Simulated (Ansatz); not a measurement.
# λ, α²F and ρ(T) of Au-Nb-Au stack of (100) layers, part 2 of 4

Aim: how strongly do electrons couple to phonons in Au-Nb-Au stack of (100) layers, and what resistivity does that give?

Ansatz 0.2.0; DFT LDA, scalar-relativistic, plane waves, PAW; PAW set soft_1.

So far: Starting point; Rough relaxation.

### Step 3. Relaxing cell and atoms

The structure is brought to rest under this functional.

Input file input.yaml:

```yaml
crystal:
  lattice:
    - [2.7860191149, 0.0, 0.0]
    - [0.0, 2.7860191149, 0.0]
    - [0.0, 0.0, 32.1154791709]
  atoms:
    - { symbol: Au, position: [0.0, 0.0, 0.1727806153] }
    - { symbol: Nb, position: [0.5, 0.5, 0.2359880717] }
    - { symbol: Au, position: [0.0, 0.0, 0.299195528] }
  periodic: [true, true, false]
kpoints:
  mp_grid: { grid: [10, 10, 1] }
hamiltonian:
  xc: lda
  pseudopotentials: { kind: paw, azcp: { folder: soft_1 }, xc_functional: pbe }
scf:
  occupations: { method: gaussian, width: 0.1 }
output:
  forces: true
  stress: true
  eigenvalues: true
  write_density: true
  write_potential: true
  elf: true
  volumetric_format: npy
relax:
  adjacent_minimum: "off"
  f_tol: 0.005
  max_steps: 80
  cell: { stress_2d_tol: 0.02 }
```

Command:

```bash
$ ansatz run input.yaml --threads 8 --pin off --max-ram 20480MiB --backend cpu --events-out ev --progress --plain --runs-dir out
```

Numbers of over 12 decimals in the logs are rounded to 6 here.

The program printed:

```text
[the first part of the log is left out]
  E_paw        = -21868.311379  (= ΣΔE_a)
  E_vpaw       = -923.570195  (= ΣTr[D̂ρ^β])
  E_aug_tail   = 0.002988  (compensation charges beyond the density's cutoff)
  E_ewald      = 83258.077894
  E_core_change = 1.471186  (= ΣΔE_core)
  E_smearing   = -0.016921  (= −TS)
  E_closure    = -0.000000  (closes the sum)
  Σ components = -30174.433169   (vs F -30174.433169, Δ=0.00e0)
--- Forces (eV/Å), atoms counted from 1 ---
  atom   1  Au     0.00000000     0.00000000     0.00114835
  atom   2  Nb     0.00000000    -0.00000000     0.00000000
  atom   3  Au     0.00000000     0.00000000    -0.00114835
  max |Σ_I F_I| component: 2.17e-19 eV/Å
--- 2D stress c σ (N/m, compression-positive) ---
       -0.003337       0.000000       0.000000
        0.000000      -0.003337       0.000000
        0.000000       0.000000       0.000000
  P = ½ c Tr σ = -0.0033 N/m
--- Band table (eV; the first three rows and the last of 21) ---
[...]
--- Relaxed structure (4 steps of the walk, 4 accepted, 1 SCFs on fresh bases) ---
[...]
cell:  # Å, volume = 252.4407 Å³
    - [2.803641, 0, 0.0]
    - [0, 2.803641, 0.0]
    - [0.0, 0.0, 32.1154791709]
  atoms:
    - { symbol: Au, position: [0, 0, 0.173918] }
    - { symbol: Nb, position: [0.500000, 0.500000, 0.235988] }
    - { symbol: Au, position: [0, 0, 0.298058] }
```

It took 11 s on 8 threads of Arm Neoverse V1, shared host; peak memory 0.78 GiB; 77 s of CPU time.

Step by step:

| step | energy less that of the first step (eV) | largest force component (eV/Å) | volume (Å³) |
| --- | --- | --- | --- |
| 1 | 0.0000 | 0.1239 | 249.28 |
| 2 | 0.0001 | 0.1906 | 251.12 |
| 3 | -0.0048 | 0.0190 | 253.32 |
| 4 | -0.0052 | 0.0012 | 252.44 |
| 5 | -0.0053 | 0.0011 | 252.44 |

The log counts 1 steps on a newly chosen plane-wave basis, not all of them marked here; energy and pressure can jump at such steps.

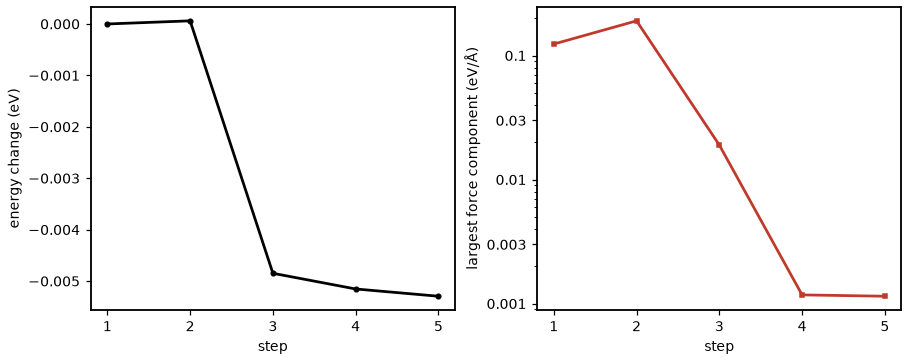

Energy and largest force along the relaxation.

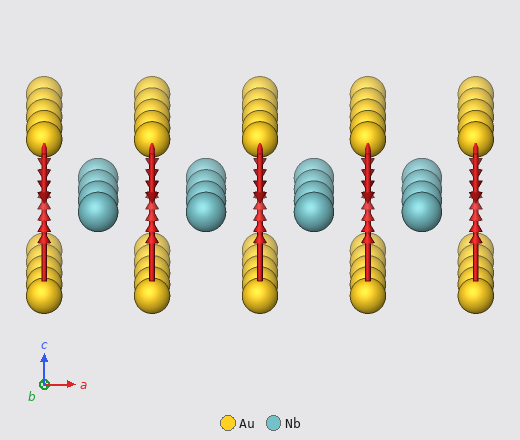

Displacements in the relaxation, exaggerated, measured against the changing cell; the longest in the cell stands for 0.04 Å. 4×4×1 cells are drawn. Some periodic images of atoms are drawn too.

| cell as run | before | after | change |
| --- | --- | --- | --- |
| a (Å) | 2.786 | 2.804 | +0.6 % |
| b (Å) | 2.786 | 2.804 | +0.6 % |

The atoms that moved most (Å, along periodic axes as changes of fractional coordinates times the final cell, across vacuum about the mean position):

| atom | dx | dy | dz | length |
| --- | --- | --- | --- | --- |
| Au1 | 0.000 | 0.000 | 0.037 | 0.037 |
| Au3 | 0.000 | 0.000 | -0.037 | 0.037 |

The relaxed structure:

```xyz
3
Lattice="2.8036 0.0000 0.0000 0.0000 2.8036 0.0000 0.0000 0.0000 32.1155" Properties=species:S:1:pos:R:3
Au    0.0000    0.0000    5.5855
Nb    1.4018    1.4018    7.5789
Au    0.0000    0.0000    9.5723
```

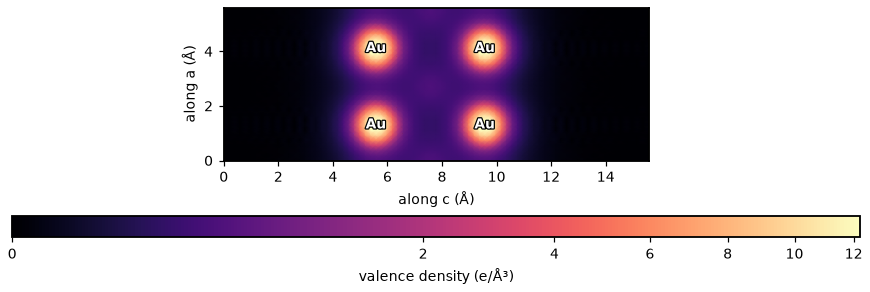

Valence density in the ca plane at fractional y = 0.000, with atoms of Au within 0.2 Å of it. It is the smooth field of the valence electrons, not physical close to the nuclei. The map starts off the cell's origin, so that atoms lie inside it. The colour scale is stretched toward low values. The far vacuum is left out of the map.

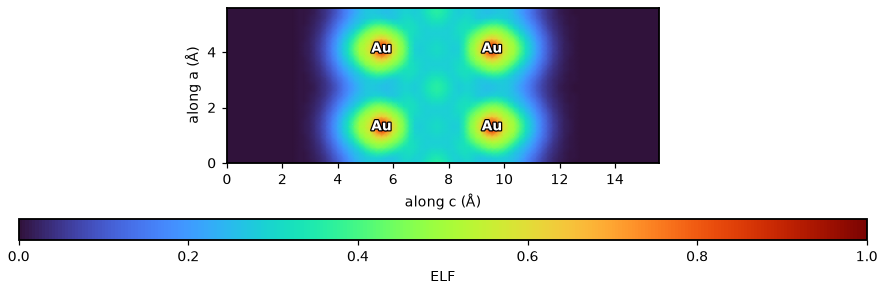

ELF in the ca plane at fractional y = 0.000, with atoms of Au within 0.2 Å of it. It is the smooth field of the valence electrons, not physical close to the nuclei. The map starts off the cell's origin, so that atoms lie inside it. The far vacuum is left out of the map.

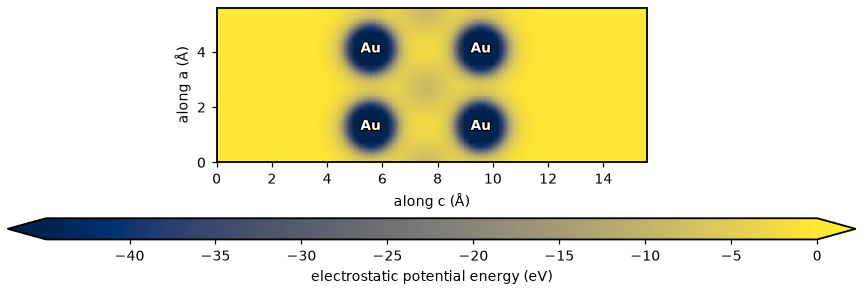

Electrostatic potential energy in the ca plane at fractional y = 0.000, with atoms of Au within 0.2 Å of it. With pseudopotentials it is smooth inside the atoms' cores, unlike the true potential. The map starts off the cell's origin, so that atoms lie inside it. The far vacuum is left out of the map.

The relaxation ends with a largest force component of 0.0011 eV/Å.

### Step 4. Tight relaxation

Phonons are second derivatives about the minimum, so the remaining forces must be small: the thresholds are tightened.

input.yaml, the sections that differ from step 3:

```yaml
crystal:
  lattice:
    - [2.803641469, 0.0, 0.0]
    - [0.0, 2.803641469, 0.0]
    - [0.0, 0.0, 32.1154791709]
  atoms:
    - { symbol: Au, position: [0.0, 0.0, 0.1739181699] }
    - { symbol: Nb, position: [0.5, 0.5, 0.2359880717] }
    - { symbol: Au, position: [0.0, 0.0, 0.2980579735] }
  periodic: [true, true, false]
scf:
  occupations: { method: methfessel_paxton, width: 0.2 }
relax:
  adjacent_minimum: "off"
  f_tol: 0.001
  max_steps: 60
  cell: { stress_2d_tol: 0.002 }
# kpoints, hamiltonian, output: as in step 3
```

The program printed:

```text
[the first part of the log is left out]
  E_paw        = -21868.324832  (= ΣΔE_a)
  E_vpaw       = -923.587796  (= ΣTr[D̂ρ^β])
  E_aug_tail   = 0.002988  (compensation charges beyond the density's cutoff)
  E_ewald      = 83320.339864
  E_core_change = 1.471186  (= ΣΔE_core)
  E_smearing   = -0.002844  (= −TS)
  E_closure    = -0.000000  (closes the sum)
  Σ components = -30174.424374   (vs F -30174.424374, Δ=0.00e0)
[...]
--- 2D stress c σ (N/m, compression-positive) ---
        0.000103       0.000000      -0.000000
        0.000000       0.000103      -0.000000
       -0.000000      -0.000000       0.000000
  P = ½ c Tr σ = 0.0001 N/m
--- Band table (eV; the first three rows and the last of 21) ---
[...]
--- Relaxed structure (4 steps of the walk, 3 accepted, 1 SCFs on fresh bases) ---
[...]
cell:  # Å, volume = 252.1997 Å³
    - [2.802303, 0, 0]
    - [0, 2.802303, 0]
    - [0, 0, 32.1154791709]
  atoms:
    - { symbol: Au, position: [0, 0, 0.173869] }
    - { symbol: Nb, position: [0.5, 0.5, 0.235988] }
    - { symbol: Au, position: [0, 0, 0.298107] }
```

It took 11 s on 8 threads; peak memory 0.78 GiB; 78 s of CPU time.

Little changed from the start: no atom moved by 0.005 Å and no cell edge by 0.1 %.

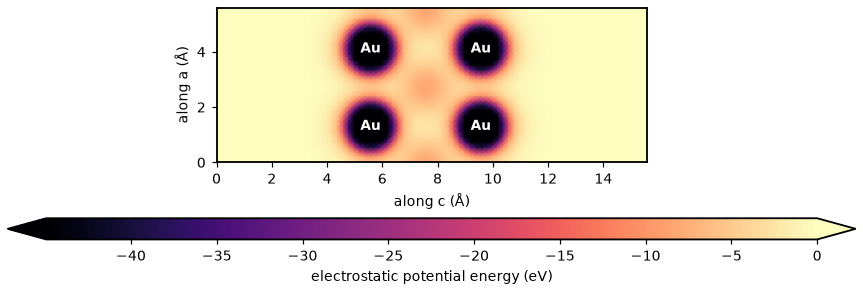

Electrostatic potential energy in the ca plane at fractional y = 1.000, with atoms of Au within 0.2 Å of it. With pseudopotentials it is smooth inside the atoms' cores, unlike the true potential. The map starts off the cell's origin, so that atoms lie inside it. The far vacuum is left out of the map.

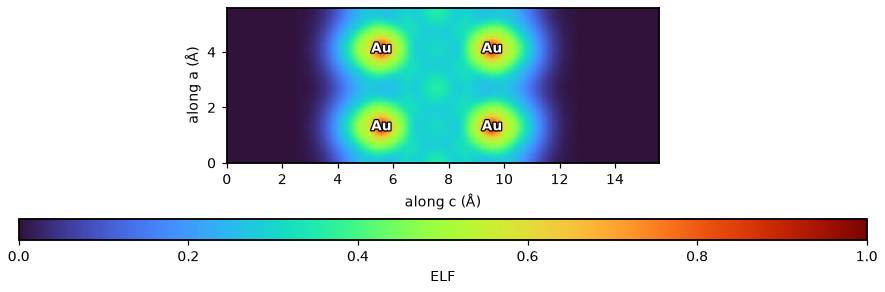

ELF in the ca plane at fractional y = 1.000, with atoms of Au within 0.2 Å of it. It is the smooth field of the valence electrons, not physical close to the nuclei. The map starts off the cell's origin, so that atoms lie inside it. The far vacuum is left out of the map.

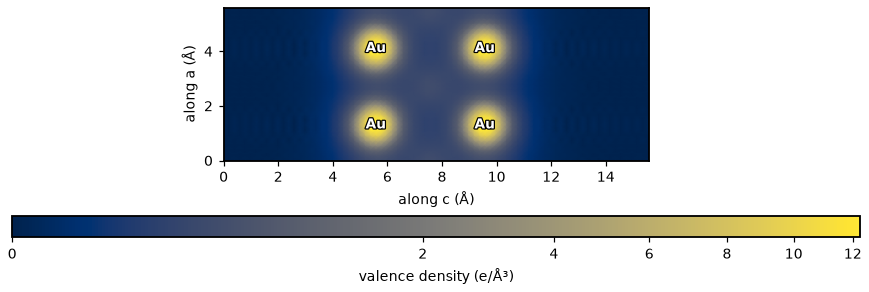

Valence density in the ca plane at fractional y = 1.000, with atoms of Au within 0.2 Å of it. It is the smooth field of the valence electrons, not physical close to the nuclei. The map starts off the cell's origin, so that atoms lie inside it. The colour scale is stretched toward low values. The far vacuum is left out of the map.

### Step 5. Phonons by linear response: q 2×2×1, k 6×6×1

Couplings are defined for a stable lattice alone, so phonons come first.

input.yaml, the sections that differ from step 4:

```yaml
crystal:
  lattice:
    - [2.8023030303, 0.0, 0.0]
    - [0.0, 2.8023030303, 0.0]
    - [0.0, 0.0, 32.1154791709]
  atoms:
    - { symbol: Au, position: [0.0, 0.0, 0.173868953] }
    - { symbol: Nb, position: [0.5, 0.5, 0.2359880717] }
    - { symbol: Au, position: [0.0, 0.0, 0.2981071904] }
  periodic: [true, true, false]
kpoints:
  mp_grid: { grid: [6, 6, 1] }
output:
  eigenvalues: true
phonons:
  method: dfpt
  qmesh: [2, 2, 1]
  temperatures: { t_max: 1000, t_step: 50 }
  qpath:
    path: [[0.0, 0.0, 0.0], [0.0, 0.5, 0.0], [0.5, 0.5, 0.0], [0.0, 0.0, 0.0]]
    npoints: 10
# hamiltonian, scf: as in step 4
# relax: removed
```

The program printed:

```text
Warning: crystal.symmetry: narrowed to the stabiliser of the run's FFT grids — unitary ops 16 → 8. A phonons.method: dfpt run fills in the rows of the dynamical matrix that it does not solve by its symmetry operations, which is exact only for operations that map its FFT grids onto themselves: filled in by any other, the frequencies could depend on the order in which like atoms are typed, or, by more than the grids' own error, on where the crystal sits among the grids' points. Excluded: 8 operations. The run can therefore solve more perturbations, solve them on more k-points, or both, and cost more. [rest of the remark cut]
[...]
Crystal: 3 atoms, lattice volume = 252.200 Å³
Basis set: ecut = 420 eV, 4999 PW (Γ), exchange–correlation on 40×40×432 points (8 copies of the dense FFT grid, shifted against one another)
Bands: 31, of which v1, the nominal top of the filled ones, is band 26 counted from 1 (25 counted from 0)
Symmetry: 16 space group operations
k-points: 10 of 36 (irreducible under 8 space group operations)
[...]
SCF iter   1: F=—  HF=-30176.808772 eV  |F-HF|=—  |Δ(HF+E_count)|=         —  Δρ=4.91e-2  dr2=1.32e1  ethr=3.10e-3  ⟨swp⟩=13.4  Hψ=2317  notcnv=0
[...]
SCF iter  14: F=-30174.463662 eV  HF=-30174.463662 eV  |F-HF|=1.60e-10  |Δ(HF+E_count)|=   1.19e-9  S|Δr|=    0.00e0  Δρ=4.46e-8  dr2=5.07e-12  ethr=1.00e-12  ⟨swp⟩=18.9  Hψ=2710  notcnv=0
SCF 1 converged in 14 iterations: F = -30174.463662 eV  dr2 = 5.07e-12
[...]
phonons: the bands overlap, so this run is a metal and interpolates without the dipole-dipole term. If the crystal is really an insulator or semiconductor, its LO-TO splitting is missing
NSCF: frozen V_eff on 10 k-points
WARN: eigensolver did not converge (k=5): 1 band(s) unlocked after 2 eigensolves, warm-restarted (20 sweeps on the last) at ethr=2.34e-12 eV (storage-precision floor; scheduled 1.00e-12 eV) (lowest unlocked band 30, counted from 0; max residual 3.61e-5 eV among the unlocked bands, 3.61e-5 eV over every band; other slots of this pass that fall short are told together in one closing line; warning suppressed until the next SCF loop or pass starts)
WARN: eigensolver did not converge in 2 slots of this pass, the one above among them; of largest residual over every band (k=7): 1 band(s) unlocked (lowest unlocked band 30, counted from 0; max residual 1.13e-4 eV among the unlocked bands, 1.13e-4 eV over every band); of lowest unlocked band (k=5): band 30
[...]
DFPT response loops at q = (0, 0, 0) (fractional): preconditioner auto → none (partly filled bands, converged f_vac=0.754); β = 0.50; Broyden in place of MSR1
[...]
SCF converged after 14 iterations
Stability not checked: this state was not tested for a lower state beside it, because cold or Methfessel-Paxton smearing, or corrected tetrahedra, fill the levels in a way that the test cannot read (fill_not_monotonic; see scf.lower_state_search)
Free energy (F): -30174.463662 eV
[...]
Internal energy: -30174.462148 eV  (E = F + TS)
E sigma→0 (E₀):  -30174.463283 eV
Entropy (-TS):   -0.001514 eV (-0.505 meV/atom)
Fermi energy:    -4.794194 eV
[...]
--- Band table (eV; the first three rows and the last of 10) ---
  k-point 0: bands = [... 22 lower, -7.4945, -7.4603, -7.1240, -6.6424, -4.2012, -3.5416, -2.1092, -2.1092, ... 1 higher]
  k-point 1: bands = [... 22 lower, -7.8552, -7.8411, -6.5653, -5.9811, -4.4417, -3.4810, -1.9370, -1.4203, ... 1 higher]
  k-point 2: bands = [... 22 lower, -8.3022, -8.2050, -6.3237, -4.9363, -4.0631, -2.5799, -2.0870, -1.7141, ... 1 higher]
  k-point 9: bands = [... 22 lower, -6.1495, -5.0708, -5.0708, -2.0306, -1.4458, -1.4458, 0.4029, 1.4467, ... 1 higher]
--- Phonons (Γ-DFPT): 6 representative perturbations + reference (Σ response iterations 31) ---
  ASR residual: 1.003e-4 → 0.000e0 eV/Å²; symmetrization residual: 5.915e-5 eV/Å²
  The last average, over the group as it would stand without the narrowing to the FFT grids, took up to 4.849e-6 eV/Å² of the zone centre's force constants
  ASR residual per site (eV/Å²): 5.15e-5 1.00e-4 5.53e-5
  Γ frequencies (cm⁻¹): 0.00 0.00 0.00 65.14 65.14 93.60 150.52 150.52 195.29
--- Phonons (arbitrary-q DFPT): 3 irreducible q on the 2×2×1 mesh ---
  q = [0.0000, 0.0000, 0.0000] (star 1, of the zone-centre solve; hermiticity 1.12e-5, symmetrization 1.86e-12, taken by the last average 4.60e-7): -0.00 -0.00 0.00 65.14 65.14 93.60 150.52 150.52 195.29
  q = [0.0000, -0.5000, 0.0000] (star 2, 9 solved perturbations on 16 of 36 k-point pairs; hermiticity 2.23e-6, symmetrization 4.03e-9, taken by the last average 3.53e-7): 26.39 67.99 70.67 96.20 96.25 108.53 136.36 178.88 207.89
  q = [-0.5000, -0.5000, 0.0000] (star 1, 6 solved perturbations in 78 linear systems a pass and spin channel, the states on 16 of 36 k-point pairs; hermiticity 3.92e-6, symmetrization 4.26e-9, taken by the last average 3.72e-7): 92.20 103.76 111.46 111.46 135.70 135.70 142.99 194.21 194.21
  sum rule: each row above includes the acoustic sum rule's correction from the zone centre's row sums; it moved no ω² by more than (0.54 cm⁻¹)²
  mesh force constants: q→R imaginary residual 1.45e-17; ASR residual 1.003e-4 → 0.000e0 eV/Å²; symmetrization residual 2.665e-15 eV/Å²
  interpolated dispersion: 31 rows × 9 modes
  density of states and harmonic sums: on the 22×22×1 q-mesh, interpolated from the force constants of a 2×2×1 supercell (no non-analytic term)
  largest difference from the sums on the solved wave vectors: F 1.70e-1 eV, S 2.34e-4 and C_V 6.41e-5 eV/K
  zero-point energy: 0.062981 eV/cell   skipped modes (ω ≤ 0): 3   left out of the sums: 6.89e-4 of the cell's modes: C_V's classical limit lies that fraction below 3 k_B per atom; for a crystal, a wire or a layer, F and S can be off by more, and a phonons.interpolated_qmesh denser along its periods is the remedy for the sampling
```

Run time: 55 s. Hardware: 8 threads; peak memory 1.1 GiB; 6.7 min of CPU time.

Numbers from this step:

```
zero point energy                                                              : 0.06298 eV/cell
share of imaginary modes in the plain interpolation between solved wavevectors : 0
highest frequency, solved or plainly interpolated                              : 207.9 cm⁻¹
```

Solved on the 2×2×1 mesh alone; all other wavevectors are interpolated. The phonon branches at the labelled points (cm⁻¹):

| point | branch 1 | branch 2 | branch 3 | branch 4 | branch 5 | branch 6 | branch 7 | branch 8 | branch 9 |
| --- | --- | --- | --- | --- | --- | --- | --- | --- | --- |
| Γ | 0 | 0 | 0 | 65 | 65 | 94 | 150 | 150 | 195 |
| X | 26 | 68 | 71 | 96 | 96 | 108 | 136 | 179 | 208 |
| M | 92 | 104 | 112 | 112 | 136 | 136 | 143 | 194 | 194 |
| Γ | 0 | 0 | 0 | 65 | 65 | 94 | 150 | 150 | 195 |

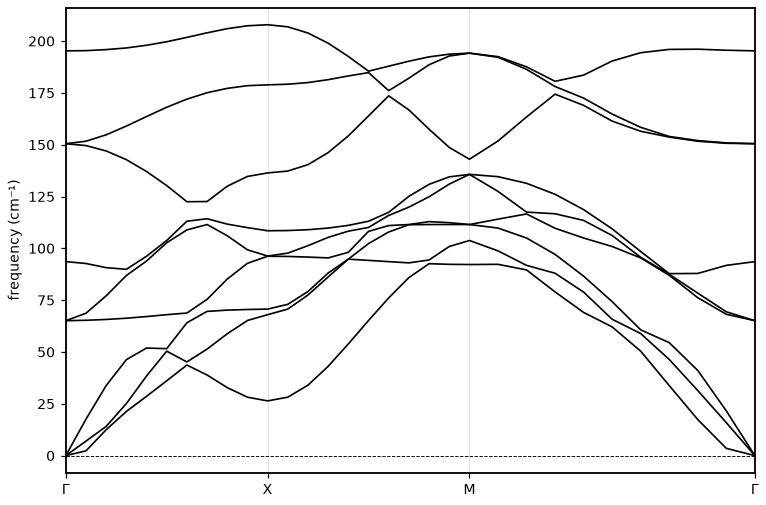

Phonon branches along the path.

Lowest modes at the softest wavevector of the mesh. Modes at q = (0.500, 0.000, 0.000), with each element's share of the kinetic energy:

| mode | frequency (cm⁻¹) | Au % | Nb % |
| --- | --- | --- | --- |
| 1 | 26.4 | 79 | 21 |
| 2 | 68.0 | 100 | 0 |
| 3 | 70.7 | 100 | 0 |
| 4 | 96.2 | 100 | 0 |
| 5 | 96.3 | 0 | 100 |
| 6 | 108.5 | 73 | 27 |

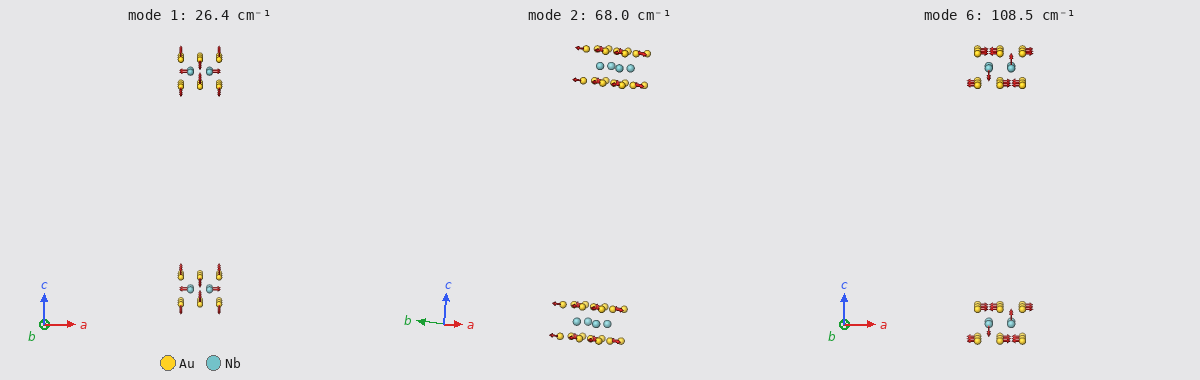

Displacement patterns of modes 1, 2 and 6 at q = (0.500, 0.000, 0.000); arrows are exaggerated. 2×2×2 cells are drawn. Some periodic images of atoms are drawn too.

Among the solved wavevectors the lowest mode, translations apart, is 26.4 cm⁻¹, so these are real on this k mesh.

[end of part 2 of 4]

[Logs are printed without paths, hosts, clocks, repeated set-up lines and the standing remarks that a program may print on its own settings, such as how far it seeks lower states.]

[Hosts, paths, dates, database ids (printed as entryN), source tags and the programs' standing remarks are cut or masked in the printed files.]
